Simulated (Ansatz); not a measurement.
# Cl2H4OSi2 + H2O: a complex and its separated parts

Aim: how far the complex at one end of a reaction step lies below its separated, relaxed parts, level by level.

The runs use Ansatz 0.2.0, Gaussian basis; PBE0-D4/def2-TZVP structures, single points in def2-TZVPP, no counterpoise correction.

Levels: SPW92, PBE-D4, BLYP-D4, r2SCAN-D4, B97M-V, PBE0-D4, B3LYP-D4, r2SCAN0-D4, BHLYP-D4, CAM-B3LYP-D4, wB97X-V, wB97M-V, B2PLYP, PBE-QIDH, RPA on PBE, Hartree-Fock, MP2, CCSD, CCSD(T).

Cores are frozen in the correlated methods. B3LYP uses VWN-RPA correlation. B2PLYP carries no dispersion term here.

95 further runs of the same task are left out: 1 that didn't finish, 94 set aside as unsound or not needed. Runs told in other sessions of the task aren't counted.

## (1) Starting geometry

The complex: 12 atoms, charge 0, spin multiplicity 1.

Atoms are counted from 1 here; the program's logs count them from 0.

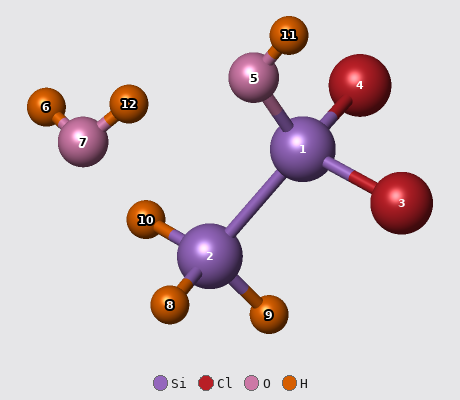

As it starts; silicon purple, chlorine red, oxygen pink, hydrogen orange; atoms are numbered from 1 in the order of the file.

Geometry (Å):

```tsv
atom	x (Å)	y (Å)	z (Å)
Si1	-0.9934	-0.3161	-0.7484
Si2	0.3454	-1.2993	0.8889
Cl3	-1.0447	-1.4871	-2.4371
Cl4	-2.9343	-0.1697	-0.0849
O5	-0.4770	1.1828	-1.1831
H6	1.5256	2.0308	1.3329
O7	1.6978	1.4274	0.6069
H8	1.7397	-1.4530	0.4199
H9	-0.2698	-2.6461	1.0559
H10	0.2347	-0.5669	2.1713
H11	-0.9161	1.6071	-1.9249
H12	1.0921	1.6902	-0.0974
```

Its parts: Cl2H4OSi2 holds atoms 1, 2, 3, 4, 5, 8, 9, 10, 11; H2O holds atoms 6, 7, 12. Each part counts its atoms afresh in its own runs.

## (2) Relaxing Cl2H4OSi2 alone

Contents of relax-a/in.yaml:

```yaml
crystal:
  periodic: [false, false, false]
  atoms:
    - {symbol: Si, position_ang: [-0.993392, -0.316148, -0.748436]}
    - {symbol: Si, position_ang: [0.345429, -1.299341, 0.888923]}
    - {symbol: Cl, position_ang: [-1.044680, -1.487115, -2.437142]}
    - {symbol: Cl, position_ang: [-2.934345, -0.169672, -0.084934]}
    - {symbol: O, position_ang: [-0.477027, 1.182803, -1.183052]}
    - {symbol: H, position_ang: [1.739692, -1.452971, 0.419857]}
    - {symbol: H, position_ang: [-0.269775, -2.646102, 1.055921]}
    - {symbol: H, position_ang: [0.234733, -0.566900, 2.171277]}
    - {symbol: H, position_ang: [-0.916050, 1.607093, -1.924864]}
basis:
  gaussian: {orbitals: def2-TZVP}
hamiltonian: {xc: pbe0, dispersion: d4}
relax: {f_tol: 0.005, max_steps: 200}
```

On the command line:

```bash
> ansatz run in.yaml --threads 4 --pin off --events-out ev --progress --plain --max-ram 66560MiB --backend cuda --devices 0, --max-vram 37GiB
```

The runs that follow: Relaxing H2O alone; SPW92/def2-TZVPP; PBE-D4/def2-TZVPP; BLYP-D4/def2-TZVPP; r2SCAN-D4/def2-TZVPP; B97M-V/def2-TZVPP; PBE0-D4/def2-TZVPP; B3LYP-D4/def2-TZVPP; r2SCAN0-D4/def2-TZVPP; BHLYP-D4/def2-TZVPP; CAM-B3LYP-D4/def2-TZVPP; wB97X-V/def2-TZVPP; wB97M-V/def2-TZVPP; B2PLYP/def2-TZVPP; PBE-QIDH/def2-TZVPP; RPA on PBE/def2-TZVPP; CCSD(T)/def2-TZVPP; Vibrations of Cl2H4OSi2; Vibrations of H2O.

**Question.** What will these runs give? Wanted: complex less parts, CCSD(T)/def2-TZVPP; with zero-point energy; largest T1 diagnostic.

The runs gave:

```
                              quantity          value
complex less parts, CCSD(T)/def2-TZVPP  -5.1 kcal/mol
                with zero-point energy  -3.1 kcal/mol
                 largest T1 diagnostic          0.011
```

In words: At CCSD(T) the complex lies 5.1 kcal/mol below its parts. The functionals run from PBE-QIDH, off by +0.3 kcal/mol, to SPW92, off by -4.5 kcal/mol, against CCSD(T). Mean unsigned error by rung: LDA 4.5, GGA 1.0, meta-GGA 0.7, hybrid 0.7, range-separated hybrid 0.9, double hybrid 0.5 kcal/mol. The double hybrids carry no dispersion term here, unlike the levels marked D4 or V. PBE-D4 gives a relative energy 1.1 kcal/mol too low, outside chemical accuracy (1 kcal/mol). No counterpoise was applied, and triple zeta lacks some correlation, so the CCSD(T) reference has a basis error of its own, and close matches with it are partly luck.
